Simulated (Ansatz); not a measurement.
## Electronic structure of C2H7OPSi (SMILES C=C[SiH](O)P) in real space

```xyz
12

C     1.6324    0.8690    0.0518
C     1.0155   -0.2976   -0.1814
Si   -0.6743   -0.7629    0.3452
O    -1.0399   -0.1257    1.8290
P    -2.0996    0.0676   -1.1182
H     1.1579    1.6817    0.5967
H     2.6424    1.0426   -0.3098
H     1.5320   -1.0753   -0.7345
H    -0.7974   -2.2341    0.4053
H    -0.3599   -0.2417    2.5097
H    -1.4026   -0.3158   -2.2863
H    -1.6065    1.3921   -1.1074
```

Not at a stationary point (largest force 1.4 eV/Å).

The calculation used SCF cam_b3lyp, Gaussian basis in Ansatz.

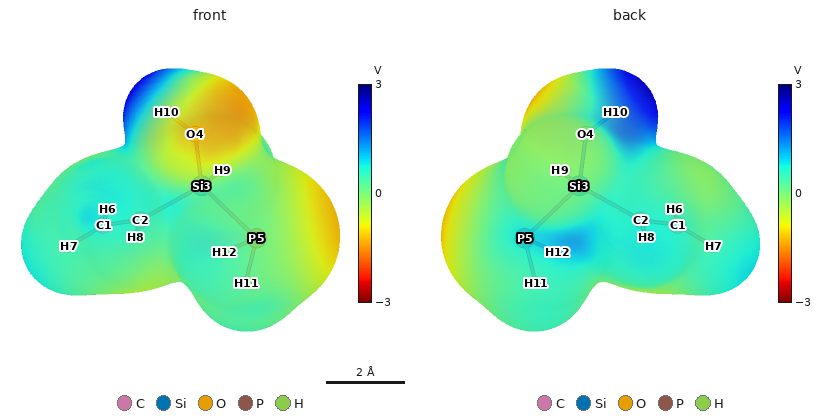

Figure 1. The electrostatic potential painted on the density surface at 0.002 e/bohr³, seen from the front and from behind; the colour scale runs from red (negative) to blue (positive).

> Where is the surface potential most negative and most positive?

The most negative region (about −1.5 V) lies over O4, the most positive (about +2.5 V) over H10. O4 is the likeliest acceptor of a hydrogen bond.

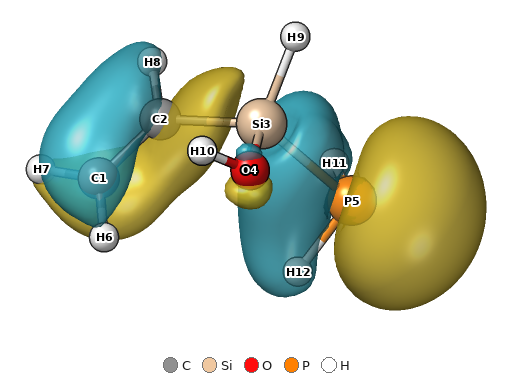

Figure 2. The HOMO at ±0.08 Å⁻³ᐟ² (yellow and cyan are the two phases), seen from one side.

> What is the character of this orbital?

Its weight (Hirshfeld) is mainly on P5 (about 60 %), C2 (about 10 %), C1 (about 10 %) and Si3 (about 10 %). Its energy is −8.03 eV.

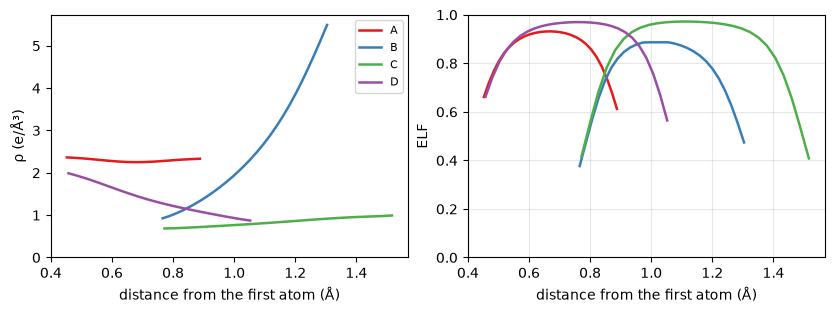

Figure 3. Electron density and ELF along straight lines between neighbouring atoms. The curves leave out the atomic cores.

> Which curve belongs to which contact (C–C, C–Si, Si–O and Si–P)? The first atom named is at distance zero.

Curve A: C–C (1.34 Å): ρ at the midpoint is about 2.3 e/Å³; the ELF peaks at about 0.95 between the atoms (a short, multiple covalent bond). Curve B: Si–O (1.66 Å): the density is about 1.1 e/Å³ at the midpoint; the ELF peaks at about 0.90 between the atoms, as expected for a polar covalent bond. Curve C: Si–P (2.21 Å): ρ at the midpoint is about 0.81 e/Å³; the ELF peaks at about 1 between the atoms; a shared electron pair. Curve D: C–Si (1.83 Å): the density is about 1 e/Å³ at the midpoint; the ELF peaks at about 0.95 between the atoms: a covalent bond.

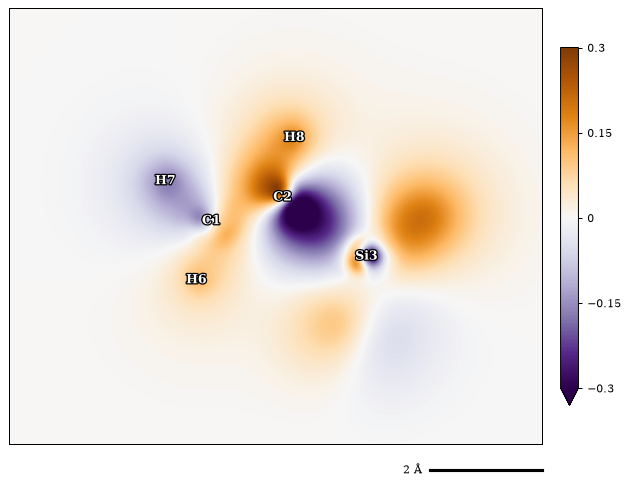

Figure 4. The HOMO−1 on the plane of atoms C2, C1 and H7 (values in Å⁻³ᐟ²; the overall sign is arbitrary).

> What is the character of this orbital?

By Hirshfeld shares it lies mainly on C2 (about 30 %), C1 (about 25 %), O4 (about 15 %), Si3 (about 10 %), P5 (about 10 %) and H9 (about 5 %). Its energy is −9.51 eV.
